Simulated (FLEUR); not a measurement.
## GdZn: which magnetic order is lowest

A self-consistent run ends on one state, which hangs on the start. Several orders of GdZn are started in FLEUR and their energies compared.

Main program and level: FLEUR MaX-R8.1; PBEsol with U = 6 eV on Gd f; all-electron FLAPW, Dirac cores, scalar-relativistic bands.

The database entry behind the starting cell differs from later determinations by our own check (about 0.4 % long), so it need not match the best structure at ambient conditions.

### Step 1. The structure

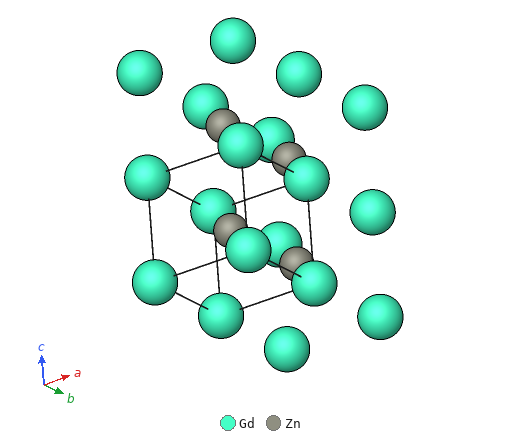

The starting structure, seen from a free direction (gadolinium teal, zinc grey). 1×2×2 cells are drawn. Some periodic images of atoms are drawn too.

As a file:

```cif
data_structure
_symmetry_space_group_name_H-M 'Pm-3m'
_symmetry_Int_Tables_number 221
_cell_length_a 3.6180
_cell_length_b 3.6180
_cell_length_c 3.6180
_cell_angle_alpha 90.000
_cell_angle_beta 90.000
_cell_angle_gamma 90.000
_cell_volume 47.36
loop_
_atom_site_label
_atom_site_type_symbol
_atom_site_symmetry_multiplicity
_atom_site_Wyckoff_symbol
_atom_site_fract_x
_atom_site_fract_y
_atom_site_fract_z
_atom_site_occupancy
Gd1 Gd 1 a 0.00000 0.00000 0.00000 1
Zn1 Zn 1 b 0.50000 0.50000 0.50000 1
```

### Step 2. Start 1: ferro +

The parallel start comes first: it shows whether parallel moments hold. The U counters the self-interaction that shrinks the moments of a localised shell.

The file n_mmp_mat seeds the f occupations with whole cubic orbitals by Hund's first rule, so that the U acts from the first pass. inpgen writes inp.xml from crystal.txt; cutoffs, mixing, functional, smearing and local orbitals are then set in the file. The k list default-1 (kpts.xml, not shown) is a Γ-centred 8×8×8 mesh; where the ranks do not divide the number of points, some are split in two of half the weight.

File inp.xml:

```
<?xml version="1.0" encoding="UTF-8" standalone="no"?>
<fleurInput fleurInputVersion="0.39">
   <comment>
      GdZn
   </comment>
   <calculationSetup>
      <cutoffs Kmax="3.6" Gmax="10.8" GmaxXC="10.8" numbands="0"/>
      <scfLoop itmax="130" minDistance="0.0001" maxIterBroyd="15" imix="Anderson" alpha="0.05" precondParam="0.0" spinf="2.0" sdNocoIR="T"/>
      <coreElectrons ctail="T" frcor="F" kcrel="0" coretail_lmax="0"/>
      <xcFunctional name="PBEs" relativisticCorrections="F"/>
      <magnetism jspins="2"/>
      <soc l_soc="F" theta="0.0" phi="0.0" spav="F"/>
      <expertModes spex="0" secvar="F"/>
      <geometryOptimization l_f="F" forcealpha="1.0" forcemix="BFGS" epsdisp="0.00001" epsforce="0.00001"/>
      <ldaU l_linMix="F" mixParam="0.05" spinf="1.0"/>
   </calculationSetup>
   <cell>
      <bzIntegration valenceElectrons="30.0" mode="hist" fermiSmearingEnergy="0.00183747">
         <kPointListSelection listName="default-1"/>
         <xi:include xmlns:xi="http://www.w3.org/2001/XInclude" href="kpts.xml"> </xi:include>
      </bzIntegration>
      <xi:include xmlns:xi="http://www.w3.org/2001/XInclude" href="sym.xml"> </xi:include>
      <bulkLattice scale="1.0">
         <bravaisMatrix>
            <row-1>    6.8370291188027990     0.0000000000000000     0.0000000000000000</row-1>
            <row-2>    0.0000000000000000     6.8370291188027990     0.0000000000000000</row-2>
            <row-3>    0.0000000000000000     0.0000000000000000     6.8370291188027990</row-3>
         </bravaisMatrix>
      </bulkLattice>
   </cell>
   <atomSpecies>
      <species name="Gadolinium7.000" element="Gd" atomicNumber="64">
         <mtSphere radius="2.8" gridPoints="925" logIncrement="0.014"/>
         <atomicCutoffs lmax="10" lnonsphr="8"/>
         <electronConfig flipSpins="F">
            <coreConfig>(1s1/2) (2s1/2) (2p1/2) (2p3/2) (3s1/2) (3p1/2) (3p3/2) (4s1/2) (3d3/2) (3d5/2) (4p1/2) (4p3/2) (4d3/2) (4d5/2)</coreConfig>
            <valenceConfig>(5s1/2) (5p1/2) (5p3/2) (6s1/2) (4f5/2) (4f7/2) (5d3/2) (5d5/2)</valenceConfig>
            <stateOccupation state="(4f5/2)" spinUp="2.5" spinDown="0.5"/>
            <stateOccupation state="(4f7/2)" spinUp="4.0" spinDown="0.0"/>
            <stateOccupation state="(5d3/2)" spinUp="0.4" spinDown="0.0"/>
            <stateOccupation state="(5d5/2)" spinUp="0.6" spinDown="0.0"/>
         </electronConfig>
         <energyParameters s="6" p="6" d="5" f="4"/>
         <ldaU l="3" U="6.0" J="0.0" l_amf="F"/>
         <lo type="SCLO" l="0" n="5" eDeriv="0"/>
         <lo type="SCLO" l="1" n="5" eDeriv="0"/>
      </species>
      <species name="Zinc (Zn)" element="Zn" atomicNumber="30">
         <mtSphere radius="2.8" gridPoints="925" logIncrement="0.014"/>
         <atomicCutoffs lmax="10" lnonsphr="8"/>
         <electronConfig flipSpins="F">
            <coreConfig>(1s1/2) (2s1/2) (2p1/2) (2p3/2) (3s1/2) (3p1/2) (3p3/2)</coreConfig>
            <valenceConfig>(4s1/2) (3d3/2) (3d5/2)</valenceConfig>
         </electronConfig>
         <energyParameters s="4" p="4" d="3" f="4"/>
      </species>
   </atomSpecies>
   <atomGroups>
      <atomGroup species="Gadolinium7.000">
         <relPos label="                   1">.0000000000 .0000000000 .0000000000</relPos>
         <force calculate="T" relaxXYZ="TTT"/>
      </atomGroup>
      <atomGroup species="Zinc (Zn)">
         <relPos label="                   2">1.000/2.000 1.000/2.000 1.000/2.000</relPos>
         <force calculate="T" relaxXYZ="TTT"/>
      </atomGroup>
   </atomGroups>
   <output dos="F" band="F" slice="F">
      <bandDOS minEnergy="-.5*Htr" maxEnergy="0.5*Htr" sigma="0.015" storeEVData="T"/>
      <plotting iplot="0" polar="F">
         <plot TwoD="T" vec1="  1.0  0.0  0.0" vec2="  0.0  1.0  0.0" vec3="  0.0  0.0  1.0" zero="  0.0  0.0  0.0" file="plot"/>
      </plotting>
      <moessbauerParams electricFieldGradient="F" isomerShift="F" coreHyperfine="F" valenceHyperfine="F"/>
   </output>
</fleurInput>
```

File crystal.txt:

```
GdZn
&input film=F cartesian=F /
3.61800000000  0.00000000000  0.00000000000
0.00000000000  3.61800000000  0.00000000000
0.00000000000  0.00000000000  3.61800000000
1.8897261246
1.0 1.0 1.0

2
64 0.00000000000  0.00000000000  0.00000000000 : 7.000
30 0.50000000000  0.50000000000  0.50000000000

&kpt div1=8 div2=8 div3=8 gamma=T /
```

Command:

```
> OMP_NUM_THREADS=1 inpgen -f crystal.txt > inpgen.log  # inp.xml is then edited as shown
> OMP_NUM_THREADS=1 mpirun -n 4 fleur_MPI > fleur.log
```

What it wrote:

```text
Welcome to FLEUR        (www.flapw.de)
      MaX-Release 8.1          (www.max-centre.eu)

 ========== k-point set info ==========
 Selected k-point list: default-1
 k-point list type: mesh
 0 x 0 x 0
 Number of k points: 36

 ------------Calculation Setup---------------------------
 Number of MPI-tasks      :            4
 Number of PE/node        :            4
 Number of OMP-threads    :            1
 k-points in parallel     :            4
 pe's per k-point         :            1
 No of k-point loops      :            9
 Eigenvalue solver        :       lapack
 Number of basis functions:          292
 Approximate size of matrices (H+S) per k-point:         0.001 GB
 --------------------------------------------------------
 Iteration:     1   Distance:      23.11460866 me/bohr^3
 Iteration:     2   Distance:      22.04779984 me/bohr^3
 Iteration:     3   Distance:      12.42694338 me/bohr^3
 Iteration:     4   Distance:       5.39684566 me/bohr^3
 Iteration:     5   Distance:       1.51435340 me/bohr^3
 Iteration:     6   Distance:       0.87898429 me/bohr^3
 Iteration:     7   Distance:       1.10271905 me/bohr^3
 Iteration:     8   Distance:       0.13510739 me/bohr^3
 Iteration:     9   Distance:       0.02934059 me/bohr^3
 Iteration:    10   Distance:       0.01475757 me/bohr^3
 Iteration:    11   Distance:       0.00598892 me/bohr^3
 Iteration:    12   Distance:       0.00207855 me/bohr^3
 Iteration:    13   Distance:       0.00095441 me/bohr^3
 Iteration:    14   Distance:       0.00018833 me/bohr^3
 Iteration:    15   Distance:       0.00017388 me/bohr^3
 Iteration:    16   Distance:       0.00013934 me/bohr^3
 Iteration:    17   Distance:       0.00008189 me/bohr^3

 ********************************************************************
 Run finished successfully
 Stop message:
   all done
 ********************************************************************

--- out.xml (last complete iteration) ---
<iteration numberForCurrentRun="   17" overallNumber="   17">
         [... left out ...]
         <bandgap value="0.0134501414" units="eV"/>
         <sumValenceSingleParticleEnergies value="-4.7717843169" units="Htr"/>
         <FermiEnergy value="0.2741194569" units="Htr"/>
         <valenceDensity>
            <mtCharges spin="1">
               <mtCharge atomType="1" total="11.6588456" s="1.1012095" p="2.9941497" d="0.5937465" f="6.9684355"/>
               <mtCharge atomType="2" total="5.8752031" s="0.4944773" p="0.4160530" d="4.9548397" f="0.0069910"/>
            </mtCharges>
            <mtCharges spin="2">
               <mtCharge atomType="1" total="4.3429006" s="1.0904585" p="2.9462493" d="0.2881979" f="0.0168637"/>
               <mtCharge atomType="2" total="5.8091687" s="0.5236227" p="0.3410614" d="4.9394476" f="0.0034739"/>
            </mtCharges>
            <spinDependentCharge spin="1" total="18.8406965" interstitial="1.3066479" mtSpheres="17.5340487"/>
            <spinDependentCharge spin="2" total="11.1593035" interstitial="1.0072342" mtSpheres="10.1520693"/>
            <totalCharge value="30.0000000000"/>
         </valenceDensity>
         [... left out ...]
         <allElectronCharges>
            <spinDependentCharge spin="1" total="50.8406965" interstitial="1.3067674" mtSpheres="49.5339291"/>
            <spinDependentCharge spin="2" total="43.1593035" interstitial="1.0073545" mtSpheres="42.1519490"/>
            <totalCharge value="93.9999999785"/>
         </allElectronCharges>
         <magneticMomentsInMTSpheres units="muBohr">
            <globalMagMoment atomType="1" vec="0.00000   0.00000   7.31595"/>
            <localMagMoment atomType="1" vec="0.00000   0.00000   7.31595"/>
            <globalMagMoment atomType="2" vec="0.00000   0.00000   0.06603"/>
            <localMagMoment atomType="2" vec="0.00000   0.00000   0.06603"/>
         </magneticMomentsInMTSpheres>
         <moessbauerParams unitsHFF="kG" unitsIS="e/bohr^3" unitsEFG="Htr/bohr^2">
         </moessbauerParams>
         <totalEnergy value="   -13071.4602872097" units="Htr">
            <sumOfEigenvalues value="    -7970.3344970364">
               <coreElectrons value="-7965.5627127195"/>
               <valenceElectrons value="-4.7717843169"/>
            </sumOfEigenvalues>
            <densityCoulombPotentialIntegral value="-21677.7885008191"/>
            <densityEffectivePotentialIntegral value="-22094.3504812406"/>
            <chargeDenXCDenIntegral value="-316.7520219726"/>
            <FockExchangeEnergyValence value="0.0000000000"/>
            <FockExchangeEnergyCore value="0.0000000000"/>
            <atomTypeDependentContributions atomType="1">
               <electronNucleiInteractionDifferentMTs value="13839.1314291810"/>
               <MadelungTerm value="-29.9639085028"/>
            </atomTypeDependentContributions>
            <atomTypeDependentContributions atomType="2">
               <electronNucleiInteractionDifferentMTs value="2164.9184423982"/>
               <MadelungTerm value="-6.5810159393"/>
            </atomTypeDependentContributions>
            <dftUCorrection value="-0.7647969896"/>
            <tkbTimesEntropy value="0.0004808074"/>
            <freeEnergy value="-13071.4607680171"/>
            <extrapolationTo0K value="-13071.4605276134"/>
         </totalEnergy>
         <ldaUDensityMatrix>
            <densityMatrixFor spin="1" atomType="1" uIndex="1" l="3" U="6.00000000" J="0.00000000">
               (+0.99537,+0.00000) (+0.00000,+0.00000) (+0.00000,+0.00000) (+0.00000,+0.00000) (-0.00076,+0.00000) (+0.00000,+0.00000) (+0.00000,+0.00000)
               (+0.00000,+0.00000) (+0.99570,+0.00000) (+0.00000,+0.00000) (+0.00000,+0.00000) (+0.00000,+0.00000) (+0.00064,+0.00000) (+0.00000,+0.00000)
               (+0.00000,+0.00000) (+0.00000,+0.00000) (+0.99576,+0.00000) (+0.00000,+0.00000) (+0.00000,+0.00000) (+0.00000,+0.00000) (-0.00076,+0.00000)
               (+0.00000,+0.00000) (+0.00000,+0.00000) (+0.00000,+0.00000) (+0.99478,+0.00000) (+0.00000,+0.00000) (+0.00000,+0.00000) (+0.00000,+0.00000)
               (-0.00076,+0.00000) (+0.00000,+0.00000) (+0.00000,+0.00000) (+0.00000,+0.00000) (+0.99576,+0.00000) (+0.00000,+0.00000) (+0.00000,+0.00000)
               (+0.00000,+0.00000) (+0.00064,+0.00000) (+0.00000,+0.00000) (+0.00000,+0.00000) (+0.00000,+0.00000) (+0.99570,+0.00000) (+0.00000,+0.00000)
               (+0.00000,+0.00000) (+0.00000,+0.00000) (-0.00076,+0.00000) (+0.00000,+0.00000) (+0.00000,+0.00000) (+0.00000,+0.00000) (+0.99537,+0.00000)
            </densityMatrixFor>
            <densityMatrixFor spin="2" atomType="1" uIndex="1" l="3" U="6.00000000" J="0.00000000">
               (+0.00220,+0.00000) (+0.00000,+0.00000) (+0.00000,+0.00000) (+0.00000,+0.00000) (-0.00081,+0.00000) (+0.00000,+0.00000) (+0.00000,+0.00000)
               (+0.00000,+0.00000) (+0.00283,+0.00000) (+0.00000,+0.00000) (+0.00000,+0.00000) (+0.00000,+0.00000) (+0.00041,+0.00000) (+0.00000,+0.00000)
               (+0.00000,+0.00000) (+0.00000,+0.00000) (+0.00262,+0.00000) (+0.00000,+0.00000) (+0.00000,+0.00000) (+0.00000,+0.00000) (-0.00081,+0.00000)
               (+0.00000,+0.00000) (+0.00000,+0.00000) (+0.00000,+0.00000) (+0.00157,+0.00000) (+0.00000,+0.00000) (+0.00000,+0.00000) (+0.00000,+0.00000)
               (-0.00081,+0.00000) (+0.00000,+0.00000) (+0.00000,+0.00000) (+0.00000,+0.00000) (+0.00262,+0.00000) (+0.00000,+0.00000) (+0.00000,+0.00000)
               (+0.00000,+0.00000) (+0.00041,+0.00000) (+0.00000,+0.00000) (+0.00000,+0.00000) (+0.00000,+0.00000) (+0.00283,+0.00000) (+0.00000,+0.00000)
               (+0.00000,+0.00000) (+0.00000,+0.00000) (-0.00081,+0.00000) (+0.00000,+0.00000) (+0.00000,+0.00000) (+0.00000,+0.00000) (+0.00220,+0.00000)
            </densityMatrixFor>
         </ldaUDensityMatrix>
         <ldaUDensityMatrixConvergence>
            <distance spin="1" distance="0.000000"/>
            <distance spin="2" distance="0.000000"/>
         </ldaUDensityMatrixConvergence>
         <densityConvergence units="me/bohr^3">
            <chargeDensity spin="1" distance="0.0000552923"/>
            <chargeDensity spin="2" distance="0.0000497664"/>
            <overallChargeDensity distance="0.0000818941"/>
            <spinDensity distance="0.0000660397"/>
         </densityConvergence>
      </iteration>
```

It took 17 s on 4 MPI ranks of Intel Xeon Platinum 8488C (Sapphire Rapids), shared host; peak memory 0.27 GiB; 68 s of CPU time.

Spin moment in the muffin-tin sphere by atom:

```
atom  spin moment in the muffin-tin sphere (μB)
 Gd1                                       7.32
 Zn2                                       0.07
```

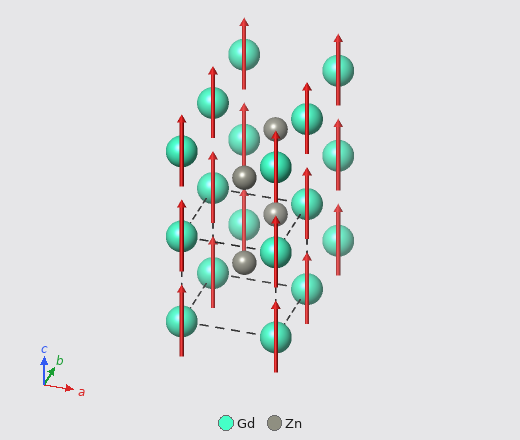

Spin moment in the muffin-tin sphere as arrows, the longest 7.32 μB. Up and down stand for the sign. Arrows give size and sign along the axis of quantisation, drawn up and down the page. 1×2×2 cells are drawn. Some periodic images of atoms are drawn too.

Numbers from this step:

| Quantity | Value |
| --- | --- |
| free energy | -355692.5678 eV |
| program's band gap on this mesh (in a metal only a level spacing) | 0.01345 eV |
| magnetization | 7.681 μB |
| final state | ferromagnetic |

After 17 cycles the largest moment stands at 7.32 μB.

(Continued in part 2 of 3.)

[Logs and program files are shortened in this print: banners, set-up blocks, solver, clock and traceback lines can be left out without a mark of their own.]

[Logs are printed without paths, hosts, clocks, repeated set-up lines and the standing remarks that a program may print on its own settings, such as how far it seeks lower states.]

[Hosts, paths, dates, database ids (printed as entryN), source tags and the programs' standing remarks are cut or masked in the printed files.]

[Where a cell is said to come from a database of computed structures, the database is the Materials Project.]
